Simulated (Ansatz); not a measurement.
# How Cr(100) screens a field

Where does the screening charge of Cr(100) sit?

Calculated with Ansatz 0.2.0; plane-wave DFT, PBE, Ansatz PAW, in the first sound run; inputs show where later runs differ.

## 1. Starting point

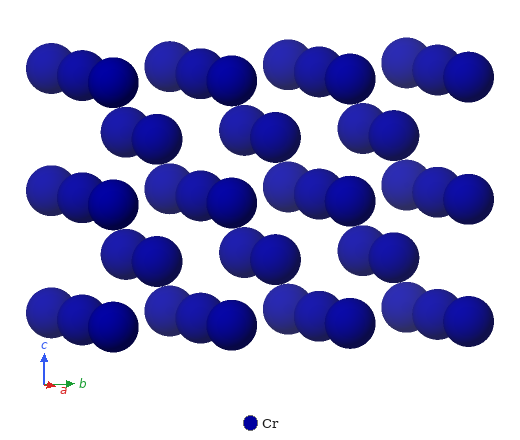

The starting structure, seen from the side, with the c axis up (chromium blue). 2×3×1 cells are drawn. Some periodic images of atoms are drawn too.

The cell holds 5 atoms: 5 Cr. Cell: a = 2.880 Å, b = 2.880 Å, c = 23.760 Å, α = 90.0°, β = 90.0°, γ = 90.0°. Vacuum lies along c.

## 2. Atoms held, field 0

A sawtooth potential applies the field, turning back in the middle of the vacuum. With the dipole correction the typed value is the field outside the slab. The induced dipole is small, so the SCF threshold is tight.

input.yaml

```yaml
crystal:
  lattice:
    - [2.88, 0.0, 0.0]
    - [0.0, 2.88, 0.0]
    - [0.0, 0.0, 23.76]
  atoms:
    - { symbol: Cr, position: [0.0, 0.0, 0.3787878788], spin: 2.0 }
    - { symbol: Cr, position: [0.5, 0.5, 0.4393939394], spin: -2.0 }
    - { symbol: Cr, position: [0.0, 0.0, 0.5], spin: 2.0 }
    - { symbol: Cr, position: [0.5, 0.5, 0.5606060606], spin: -2.0 }
    - { symbol: Cr, position: [0.0, 0.0, 0.6212121212], spin: 2.0 }
magnetization:
  spin_polarized: true
kpoints:
  mp_grid: { grid: [18, 18, 1] }
hamiltonian:
  xc: pbe
scf:
  occupations: { method: fermi_dirac, width: 0.1 }
  convergence: { dr2_threshold: 1.0e-10 }
efield:
  axis: 3
  dipole_correction: true
  ramp_position: 0.97
  ramp_width: 0.06
  amplitude: 0
output:
  forces: true
  write_potential: true
  write_density: true
  volumetric_format: npy
```

Launch:

```console
$ ansatz run input.yaml --threads 4 --pin off --max-ram 6144MiB --backend cpu --events-out ev --progress --plain --runs-dir out
```

Numbers of over 12 decimals in the logs are rounded to 6 here.

Output:

```text
Engine: ansatz 0.2.0, aarch64-unknown-linux-gnu
Pseudopotentials: kind: paw
Pseudopotential: Cr, paw, valence charge 14, recommended cutoff 420 eV (normal), Cr.paw.azcp
Functional definition: PBE
  parameter kappa = 0.804
  parameter beta = 0.066725
  exchange = pbe_x(kappa = kappa, mu = beta*pi^2/3)
  correlation = pbe_c(beta = beta)
Crystal: 5 atoms, lattice volume = 197.075 Å³
Basis set: ecut = 420 eV, 3843 PW (Γ), exchange–correlation on 40×40×320 points (8 copies of the dense FFT grid, shifted against one another)
Bands: 48, of which v1, the nominal top of the filled ones, is band 35 counted from 1 (34 counted from 0)
Symmetry: 8 space group operations
k-points: 55 of 324
Non-local potential: Cr, projectors of the file, l = 0: 3, l = 1: 2, l = 2: 3, l = 3: 1
PAW form: soft (Blöchl's): semilocal exchange-correlation on the pseudo side does not see the compensation charge
PAW one-centre angular grid: Cr, 590 points (default); XC on 64 Gauss nodes
Initial density: superposition of atomic densities (neutral atoms: chi_scale 0, normalization atom)
Starting moments: Σ|m| = 10 μB on 5 of 5 sites
Initial wavefunctions: pseudopotential atomic-orbital guess
Functional: x = pbe(κ = 0.804, μ = 0.219515), c = pbe(β = 0.066725)
SCF iter   1: F=—  HF=-16896.421051 eV  |F-HF|=—  |Δ(HF+E_count)|=         —  Δρ=7.43e-2 (↑7.18e-2 ↓7.43e-2)  dr2=3.56e1  dr2_m=3.48e0  M=2.390 μB ∫|m|=5.044 μB  β_m=1.00  ethr=3.10e-3  p=0.000 e·Å  D=8.52e-15 V/Å  ΔV_dip=-0.00 eV  dr2_dipole=4.42e-11  V_vac-E_F(+/−)=6.21/6.21 eV  ⟨swp⟩=10.0  Hψ=25315  notcnv=0
Mixer restart at iter 1: flushing history
efield: sawtooth ramp at fractional position 0.9700 (set: `efield.ramp_position`, or a place that a band, a saddle search or an elastic batch's reference lends), width 0.0600; the density the first Hamiltonian is built on has a dipole p = 0.000 e·Å; the dipole correction subtracts the counter field D = 8.52e-15 V/Å, which shifts the + side's vacuum level by -0.00 eV against the − side's; the planar-averaged density in the ramp window peaks in size at 2.0e-6 e/Å³
preconditioner: auto → LDOS  [metal: Δε(μ)=0.009 eV  Ē_g=4.550 eV  σ=0.100 eV  W_gap=0.02  n_scr=36 (ndim 8)  ℏωp=14.5 eV  f_vac=0.603  D(μ)=4.62/eV (n_scr^D=14)]
spin=Collinear: LDOS preconditioning applied to the charge; magnetization (m = ρ↑ − ρ↓) channel mixes plain (no charge-response kernel on spin).
SCF iter   2: F=—  HF=-16886.303746 eV  |F-HF|=—  |Δ(HF+E_count)|=    1.01e1  Δρ=2.79e-2 (↑1.73e-2 ↓2.79e-2)  dr2=5.63e0  dr2_m=3.19e-1  M=2.969 μB ∫|m|=5.248 μB  β_m=0.35  ethr=3.10e-3  p=0.000 e·Å  D=6.45e-6 V/Å  ΔV_dip=-0.00 eV  dr2_dipole=5.00e-11  V_vac-E_F(+/−)=5.25/5.25 eV  ⟨swp⟩=3.1  Hψ=13974  notcnv=0
density mixer auto → msr1: a metal under ldos (density of states about μ 2.81 of a free-electron gas's, 36 screened modes)
SCF iter   3: F=—  HF=-16884.996997 eV  |F-HF|=—  |Δ(HF+E_count)|=    1.31e0  Δρ=2.87e-2 (↑2.47e-2 ↓2.87e-2)  dr2=5.82e-1  dr2_m=1.18e0  M=3.464 μB ∫|m|=6.487 μB  β_m=0.67  ethr=3.10e-3  p=0.000 e·Å  D=6.56e-6 V/Å  ΔV_dip=-0.00 eV  dr2_dipole=6.28e-11  V_vac-E_F(+/−)=4.58/4.58 eV  ⟨swp⟩=2.2  Hψ=9072  notcnv=0
SCF iter   4: F=—  HF=-16885.680635 eV  |F-HF|=—  |Δ(HF+E_count)|=   6.84e-1  Δρ=2.84e-2 (↑2.81e-2 ↓2.84e-2)  dr2=3.49e-1  dr2_m=1.32e0  M=3.920 μB ∫|m|=9.512 μB  β_m=0.62  ethr=8.32e-4  p=0.000 e·Å  D=5.04e-6 V/Å  ΔV_dip=-0.00 eV  dr2_dipole=1.94e-10  V_vac-E_F(+/−)=4.12/4.12 eV  ⟨swp⟩=3.0  Hψ=9086  notcnv=0
SCF iter   5: F=—  HF=-16885.545693 eV  |F-HF|=—  |Δ(HF+E_count)|=   1.35e-1  Δρ=9.48e-3 (↑9.48e-3 ↓5.65e-3)  dr2=6.90e-2  dr2_m=9.36e-2  M=3.989 μB ∫|m|=10.527 μB  β_m=0.71  ethr=4.99e-4  p=-0.000 e·Å  D=-7.48e-7 V/Å  ΔV_dip=0.00 eV  dr2_dipole=3.70e-9  V_vac-E_F(+/−)=4.08/4.08 eV  ⟨swp⟩=3.2  Hψ=11894  notcnv=0
SCF iter   6: F=—  HF=-16885.535418 eV  |F-HF|=—  |Δ(HF+E_count)|=   1.03e-2  Δρ=8.06e-3 (↑8.06e-3 ↓7.12e-3)  dr2=2.51e-2  dr2_m=9.89e-2  M=4.038 μB ∫|m|=11.031 μB  β_m=0.64  ethr=9.86e-5  p=-0.000 e·Å  D=-1.08e-6 V/Å  ΔV_dip=0.00 eV  dr2_dipole=9.62e-9  V_vac-E_F(+/−)=3.86/3.86 eV  ⟨swp⟩=2.8  Hψ=11531  notcnv=0
SCF iter   7: F=—  HF=-16885.527040 eV  |F-HF|=—  |Δ(HF+E_count)|=   8.38e-3  Δρ=2.99e-3 (↑2.99e-3 ↓2.85e-3)  dr2=5.65e-3  dr2_m=1.45e-2  M=4.038 μB ∫|m|=10.850 μB  β_m=0.67  ethr=3.59e-5  p=0.000 e·Å  D=9.89e-7 V/Å  ΔV_dip=-0.00 eV  dr2_dipole=5.18e-9  V_vac-E_F(+/−)=3.82/3.82 eV  ⟨swp⟩=2.8  Hψ=10171  notcnv=0  defer=1
SCF iter   8: F=—  HF=-16885.525524 eV  |F-HF|=—  |Δ(HF+E_count)|=   1.52e-3  Δρ=3.49e-4 (↑2.11e-4 ↓3.49e-4)  dr2=7.23e-4  dr2_m=3.11e-5  M=4.040 μB ∫|m|=10.764 μB  β_m=0.64  ethr=8.07e-6  p=0.000 e·Å  D=1.72e-7 V/Å  ΔV_dip=-0.00 eV  dr2_dipole=1.30e-9  V_vac-E_F(+/−)=3.76/3.76 eV  ⟨swp⟩=2.4  Hψ=8941  notcnv=0  defer=1
SCF iter   9: F=—  HF=-16885.525552 eV  |F-HF|=—  |Δ(HF+E_count)|=   2.81e-5  Δρ=2.84e-4 (↑2.63e-4 ↓2.84e-4)  dr2=1.24e-4  dr2_m=1.23e-4  M=4.042 μB ∫|m|=10.760 μB  β_m=0.80  ethr=1.03e-6  p=0.000 e·Å  D=3.20e-7 V/Å  ΔV_dip=-0.00 eV  dr2_dipole=6.72e-10  V_vac-E_F(+/−)=3.74/3.74 eV  ⟨swp⟩=2.7  Hψ=7709  notcnv=0  defer=1
SCF iter  10: F=—  HF=-16885.525609 eV  |F-HF|=—  |Δ(HF+E_count)|=   5.67e-5  Δρ=1.06e-4 (↑1.06e-4 ↓9.52e-5)  dr2=6.16e-5  dr2_m=6.75e-6  M=4.045 μB ∫|m|=10.783 μB  β_m=0.71  ethr=1.78e-7  p=0.000 e·Å  D=1.37e-7 V/Å  ΔV_dip=-0.00 eV  dr2_dipole=1.69e-9  V_vac-E_F(+/−)=3.72/3.72 eV  ⟨swp⟩=2.5  Hψ=7561  notcnv=0  defer=1
SCF iter  11: F=—  HF=-16885.525608 eV  |F-HF|=—  |Δ(HF+E_count)|=   5.16e-7  Δρ=6.31e-5 (↑6.31e-5 ↓5.39e-5)  dr2=5.11e-6  dr2_m=5.49e-6  M=4.045 μB ∫|m|=10.782 μB  β_m=0.78  ethr=8.80e-8  p=0.000 e·Å  D=2.76e-7 V/Å  ΔV_dip=-0.00 eV  dr2_dipole=2.15e-11  V_vac-E_F(+/−)=3.71/3.71 eV  ⟨swp⟩=2.9  Hψ=10244  notcnv=0  defer=1
SCF iter  12: F=—  HF=-16885.525608 eV  |F-HF|=—  |Δ(HF+E_count)|=   3.10e-7  Δρ=1.65e-5 (↑1.65e-5 ↓7.76e-6)  dr2=6.52e-7  dr2_m=1.96e-7  M=4.046 μB ∫|m|=10.782 μB  β_m=0.75  ethr=7.30e-9  p=-0.000 e·Å  D=-3.48e-8 V/Å  ΔV_dip=0.00 eV  dr2_dipole=2.06e-12  V_vac-E_F(+/−)=3.71/3.71 eV  ⟨swp⟩=2.6  Hψ=8780  notcnv=0  defer=1
SCF iter  13: F=—  HF=-16885.525608 eV  |F-HF|=—  |Δ(HF+E_count)|=   1.76e-7  Δρ=4.60e-6 (↑4.60e-6 ↓4.02e-6)  dr2=7.17e-8  dr2_m=2.31e-8  M=4.046 μB ∫|m|=10.782 μB  β_m=0.82  ethr=9.31e-10  p=0.000 e·Å  D=2.05e-7 V/Å  ΔV_dip=-0.00 eV  dr2_dipole=3.21e-11  V_vac-E_F(+/−)=3.71/3.71 eV  ⟨swp⟩=2.4  Hψ=8478  notcnv=0  defer=1
SCF iter  14: F=—  HF=-16885.525608 eV  |F-HF|=—  |Δ(HF+E_count)|=   4.79e-8  Δρ=4.33e-6 (↑3.04e-6 ↓4.33e-6)  dr2=4.94e-8  dr2_m=1.16e-8  M=4.046 μB ∫|m|=10.782 μB  β_m=0.66  ethr=1.02e-10  p=-0.000 e·Å  D=-4.83e-8 V/Å  ΔV_dip=0.00 eV  dr2_dipole=3.64e-11  V_vac-E_F(+/−)=3.71/3.71 eV  ⟨swp⟩=3.0  Hψ=11436  notcnv=0  defer=1
SCF iter  15: F=—  HF=-16885.525608 eV  |F-HF|=—  |Δ(HF+E_count)|=   1.62e-9  Δρ=7.87e-7 (↑7.87e-7 ↓5.94e-7)  dr2=1.02e-9  dr2_m=6.81e-10  M=4.046 μB ∫|m|=10.782 μB  β_m=0.67  ethr=7.06e-11  p=0.000 e·Å  D=4.48e-8 V/Å  ΔV_dip=-0.00 eV  dr2_dipole=2.62e-12  V_vac-E_F(+/−)=3.71/3.71 eV  ⟨swp⟩=3.0  Hψ=10526  notcnv=0  defer=1
SCF iter  16: F=—  HF=-16885.525608 eV  |F-HF|=—  |Δ(HF+E_count)|=   1.83e-9  Δρ=2.85e-7 (↑2.85e-7 ↓2.04e-7)  dr2=3.35e-10  dr2_m=4.79e-11  M=4.046 μB ∫|m|=10.782 μB  β_m=0.62  ethr=1.46e-12  p=0.000 e·Å  D=9.12e-9 V/Å  ΔV_dip=-0.00 eV  dr2_dipole=5.40e-13  V_vac-E_F(+/−)=3.71/3.71 eV  ⟨swp⟩=3.4  Hψ=11978  notcnv=0  defer=1
SCF iter  17: F=—  HF=-16885.525608 eV  |F-HF|=—  |Δ(HF+E_count)|=   1.02e-9  Δρ=1.28e-7 (↑1.28e-7 ↓1.05e-7)  dr2=2.56e-11  dr2_m=1.92e-11  M=4.046 μB ∫|m|=10.782 μB  β_m=0.65  ethr=1.00e-12  p=0.000 e·Å  D=1.37e-8 V/Å  ΔV_dip=-0.00 eV  dr2_dipole=1.72e-13  V_vac-E_F(+/−)=3.71/3.71 eV  ⟨swp⟩=2.4  Hψ=8381  notcnv=0  defer=1
SCF iter  18: F=-16885.525608 eV  HF=-16885.525608 eV  |F-HF|=8.00e-11  |Δ(HF+E_count)|=   2.63e-9  Δρ=6.26e-8 (↑6.26e-8 ↓2.79e-8)  dr2=1.19e-11  dr2_m=2.03e-12  M=4.046 μB ∫|m|=10.782 μB  ethr=1.00e-12  p=0.000 e·Å  D=4.45e-9 V/Å  ΔV_dip=-0.00 eV  dr2_dipole=4.17e-13  V_vac-E_F(+/−)=3.71/3.71 eV  ⟨swp⟩=7.6  Hψ=26639  notcnv=0
SCF 1 converged in 18 iterations: F = -16885.525608 eV  dr2 = 1.19e-11
  greatest PAW one-centre occupation: 1.000 electrons in one spin orbital (limit 2), on the Cr atom at site 2 (counted from 0), in its partial waves of l = 0
WARN: The output density's exchange-correlation potential varies sharply where the density is thin. Do not read a vacuum level from v_tot or v_xc, or from such a field of the output density. On a cell that repeats whose density bears no net charge and no dipole along the vacuum's axis use v_es (v_loc + v_h of the components); under efield.dipole_correction with no amplitude use v_es + v_field, which holds any externa [...]
SCF converged after 18 iterations
Magnetization: 4.0460 μB (37.0230 up, 32.9770 down)
Absolute magnetization: 10.7819 μB (∫|ρ↑−ρ↓|, with the PAW one-centre terms)
Spin contamination: 1.8973 ħ² per cell (⟨S²⟩ above its minimum at these occupations)
Per-site moments (μB) at R_I (Å): [(2.592307, 1.028838), (-1.542844, 1.028838), (1.252419, 1.028838), (-1.542844, 1.028838), (2.592307, 1.028838)]
Free energy (F): -16885.525608 eV
Harris-Foulkes:  -16885.525608 eV  (|F-HF|=8.00e-11)
Internal energy: -16885.405077 eV  (E = F + TS)
E sigma→0 (E₀):  -16885.465342 eV
Entropy (-TS):   -0.120532 eV (-24.106 meV/atom)
Fermi energy:    3.230363 eV
Dipole field:    D = 0.000001 V/Å  (p = 0.000001 e·Å, saw-weighted, corrected)
Work function:   Φ+ = 3.7066 eV   Φ− = 3.7066 eV
Levels:          The Fermi level and band energies are counted from a zero that moves with the ramp; work functions are not
--- Per-component energies (eV) ---
  E_band       = -1832.771879
  E_kinetic    = 1710.813854
  E_local      = -109809.582876  (includes V_loc(G=0)·N_el)
  E_nonlocal   = 404.796566
  E_hartree    = 53978.190738
  E_xc         = -694.557808
  E_vxc        = -885.516562  (∫ρ·V_xc dr)
  E_paw        = -5983.351200  (= ΣΔE_a)
  E_vpaw       = -1209.666204  (= ΣTr[D̂ρ^β])
  E_aug_tail   = 0.001869  (compensation charges beyond the density's cutoff)
  E_efield     = 0.000000  (sawtooth field / dipole correction)
  E_vefield    = 0.000000  (∫n·V_field dr)
  E_ewald      = 43508.283781
  E_smearing   = -0.120532  (= −TS)
  E_closure    = 0.000000  (closes the sum)
  Σ components = -16885.525608   (vs F -16885.525608, Δ=0.00e0)
--- Forces (eV/Å), atoms counted from 1 ---
  atom   1  Cr     0.00000000     0.00000000     0.42854237
  atom   2  Cr    -0.00000000     0.00000000    -0.50666199
  atom   3  Cr    -0.00000000     0.00000000    -0.00000046
  atom   4  Cr     0.00000000     0.00000000     0.50666128
  atom   5  Cr    -0.00000000    -0.00000000    -0.42854220
  max |Σ_I F_I| component: 9.94e-7 eV/Å
--- Band table (eV; the first three rows and the last of 110) ---
  k-point 0 ↑: bands = [... 31 lower, 2.3124, 2.3486, 2.3486, 2.3748, 2.3748, 2.5857, 2.9368, 3.1203, ... 9 higher]
  k-point 1 ↑: bands = [... 31 lower, 2.3003, 2.3402, 2.3573, 2.4335, 2.5343, 2.6188, 2.9604, 3.2007, ... 9 higher]
  k-point 2 ↑: bands = [... 31 lower, 2.1368, 2.2910, 2.3664, 2.6087, 2.6577, 2.7550, 2.9746, 2.9881, ... 9 higher]
  k-point 54 ↓: bands = [... 31 lower, 3.1677, 3.1677, 4.1996, 4.2279, 4.4534, 4.5164, 4.8248, 5.3703, ... 9 higher]
```

It took 63 s on 4 threads of Arm Neoverse V1, shared host; peak memory 0.99 GiB.

This step gave:

```yaml
energy_at_zero_smearing: -16885.4653 eV
total_moment: 4.046 μB
site_moments: 2.592, -1.543, 1.252, -1.543, 2.592 μB
work_function_upper_face: 3.707 eV
dipole_along_the_normal: 9.58e-7 e·Å
```

Running mean over 1.44 Å of the planar mean; the ramp of the sawtooth is left out. Table of electron's electrostatic potential energy less the Fermi level by z:

| z (Å) | electron's electrostatic potential energy less the Fermi level (eV) |
| --- | --- |
| 4 | 3.71 |
| 6 | 3.64 |
| 8 | -1.37 |
| 10 | -9.82 |
| 12 | -9.84 |
| 14 | -9.78 |
| 16 | 0.522 |
| 18 | 3.67 |
| 20 | 3.71 |

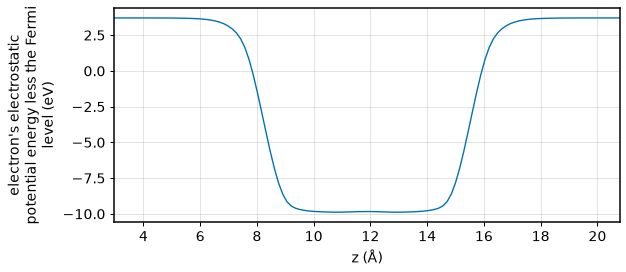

Electron's electrostatic potential energy less the Fermi level, plotted against z.

Site moment by atom:

| atom | site moment (μB) |
| --- | --- |
| Cr1 | 2.59 |
| Cr2 | -1.54 |
| Cr3 | 1.25 |
| Cr4 | -1.54 |
| Cr5 | 2.59 |

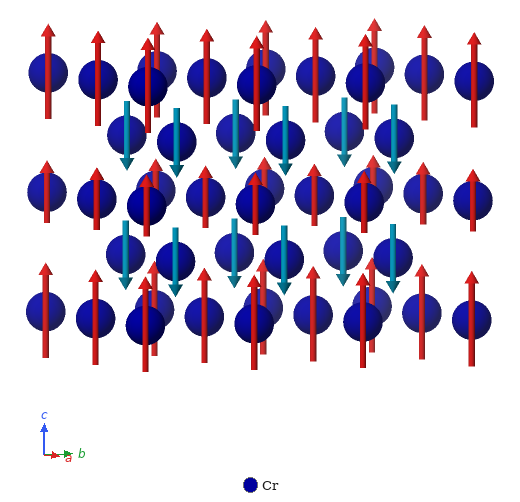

Site moment as arrows, the longest 2.59 μB. Up and down stand for the sign. Arrows give size and sign along the axis of quantisation, drawn up and down the page. The two directions have two colours. 2×3×1 cells are drawn. Some periodic images of atoms are drawn too.

Force by atom:

| atom | x (eV/Å) | y (eV/Å) | z (eV/Å) | size |
| --- | --- | --- | --- | --- |
| Cr1 | 0.000 | 0.000 | 0.429 | 0.429 |
| Cr2 | 0.000 | 0.000 | -0.507 | 0.507 |
| Cr3 | 0.000 | 0.000 | 0.000 | 0.000 |
| Cr4 | 0.000 | 0.000 | 0.507 | 0.507 |
| Cr5 | 0.000 | 0.000 | -0.429 | 0.429 |

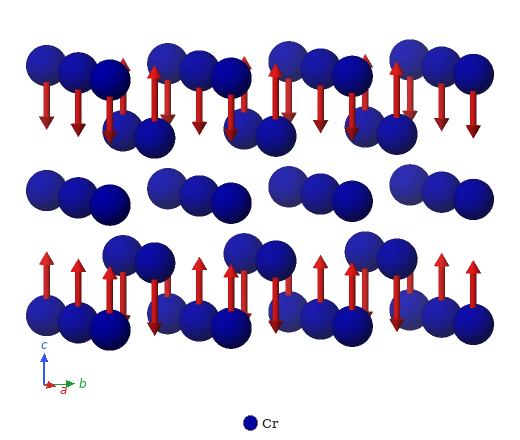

Force as arrows, the longest 0.507 eV/Å. 2×3×1 cells are drawn. Some periodic images of atoms are drawn too.

The work function of the upper face is 3.71 eV.

## 3. Atoms held, field 0.05 V/Å

input.yaml, as its differences from that of step 2:

```diff
@@ -25,3 +25,3 @@
   ramp_width: 0.06
-  amplitude: 0
+  amplitude: 0.05
 output:
```

Output:

```text
[...]
Crystal: 5 atoms, lattice volume = 197.075 Å³
Basis set: ecut = 420 eV, 3843 PW (Γ), exchange–correlation on 40×40×320 points (8 copies of the dense FFT grid, shifted against one another)
Bands: 48, of which v1, the nominal top of the filled ones, is band 35 counted from 1 (34 counted from 0)
Symmetry: 8 space group operations
k-points: 55 of 324
[...]
k-point 0 ↑: bands = [... 31 lower, 2.3121, 2.3483, 2.3483, 2.3746, 2.3746, 2.5854, 2.9365, 3.1201, ... 9 higher]
  k-point 1 ↑: bands = [... 31 lower, 2.3001, 2.3399, 2.3570, 2.4330, 2.5344, 2.6185, 2.9602, 3.2004, ... 9 higher]
  k-point 2 ↑: bands = [... 31 lower, 2.1366, 2.2907, 2.3661, 2.6082, 2.6574, 2.7550, 2.9744, 2.9878, ... 9 higher]
  k-point 54 ↓: bands = [... 31 lower, 3.1674, 3.1674, 4.1993, 4.2277, 4.4531, 4.5161, 4.8245, 5.3701, ... 9 higher]
[key lines of the parts left out:]
SCF converged after 19 iterations
Magnetization: 4.0460 μB (37.0230 up, 32.9770 down)
Free energy (F): -16885.526158 eV
Fermi energy:    3.230092 eV
Dipole field:    D = 0.020207 V/Å  (p = 0.022007 e·Å, saw-weighted, corrected)
```

It took 65 s on 4 threads; peak memory 1 GiB; 4.2 min of CPU time.

The dipole is 0.0220 e·Å.

## 4. Atoms held, field -0.05 V/Å

input.yaml, as its differences from that of step 3:

```diff
@@ -25,3 +25,3 @@
   ramp_width: 0.06
-  amplitude: 0.05
+  amplitude: -0.05
 output:
```

Output:

```text
[...]
Crystal: 5 atoms, lattice volume = 197.075 Å³
Basis set: ecut = 420 eV, 3843 PW (Γ), exchange–correlation on 40×40×320 points (8 copies of the dense FFT grid, shifted against one another)
Bands: 48, of which v1, the nominal top of the filled ones, is band 35 counted from 1 (34 counted from 0)
Symmetry: 8 space group operations
k-points: 55 of 324
[...]
k-point 0 ↑: bands = [... 31 lower, 2.3121, 2.3483, 2.3483, 2.3746, 2.3746, 2.5854, 2.9365, 3.1201, ... 9 higher]
  k-point 1 ↑: bands = [... 31 lower, 2.3001, 2.3399, 2.3570, 2.4330, 2.5344, 2.6185, 2.9602, 3.2004, ... 9 higher]
  k-point 2 ↑: bands = [... 31 lower, 2.1366, 2.2907, 2.3661, 2.6082, 2.6574, 2.7550, 2.9744, 2.9878, ... 9 higher]
  k-point 54 ↓: bands = [... 31 lower, 3.1674, 3.1674, 4.1993, 4.2277, 4.4531, 4.5161, 4.8245, 5.3700, ... 9 higher]
[key lines of the parts left out:]
SCF converged after 19 iterations
Magnetization: 4.0460 μB (37.0230 up, 32.9770 down)
Free energy (F): -16885.526158 eV
Fermi energy:    3.230091 eV
Dipole field:    D = -0.020207 V/Å  (p = -0.022007 e·Å, saw-weighted, corrected)
```

It took 65 s on 4 threads; peak memory 1 GiB.

The dipole is -0.0220 e·Å.

## 5. Atoms held, field 0.1 V/Å

input.yaml, as its differences from that of step 4:

```diff
@@ -25,3 +25,3 @@
   ramp_width: 0.06
-  amplitude: -0.05
+  amplitude: 0.1
 output:
```

Output:

```text
[...]
Crystal: 5 atoms, lattice volume = 197.075 Å³
Basis set: ecut = 420 eV, 3843 PW (Γ), exchange–correlation on 40×40×320 points (8 copies of the dense FFT grid, shifted against one another)
Bands: 48, of which v1, the nominal top of the filled ones, is band 35 counted from 1 (34 counted from 0)
Symmetry: 8 space group operations
k-points: 55 of 324
[...]
k-point 0 ↑: bands = [... 31 lower, 2.3112, 2.3475, 2.3475, 2.3737, 2.3737, 2.5846, 2.9357, 3.1192, ... 9 higher]
  k-point 1 ↑: bands = [... 31 lower, 2.2992, 2.3391, 2.3562, 2.4317, 2.5345, 2.6176, 2.9593, 3.1996, ... 9 higher]
  k-point 2 ↑: bands = [... 31 lower, 2.1358, 2.2899, 2.3653, 2.6067, 2.6566, 2.7551, 2.9735, 2.9870, ... 9 higher]
  k-point 54 ↓: bands = [... 31 lower, 3.1666, 3.1666, 4.1984, 4.2269, 4.4523, 4.5153, 4.8237, 5.3692, ... 9 higher]
[key lines of the parts left out:]
SCF converged after 19 iterations
Magnetization: 4.0460 μB (37.0230 up, 32.9770 down)
Free energy (F): -16885.527809 eV
Fermi energy:    3.229275 eV
Dipole field:    D = 0.040418 V/Å  (p = 0.044019 e·Å, saw-weighted, corrected)
```

Wall time 64 s (4 threads); peak memory 0.99 GiB; 4.2 min of CPU time.

The dipole is 0.0440 e·Å.

(Part 1 of 3 ends here.)

[Logs are printed without paths, hosts, clocks, repeated set-up lines and the standing remarks that a program may print on its own settings, such as how far it seeks lower states.]

[Hosts, paths, dates, database ids (printed as entryN), source tags and the programs' standing remarks are cut or masked in the printed files.]

[Maps of the electrostatic potential energy from Ansatz leave out the sawtooth potential of an applied field or a dipole correction, so their vacuum need not be flat; planar profiles and work functions include it.]
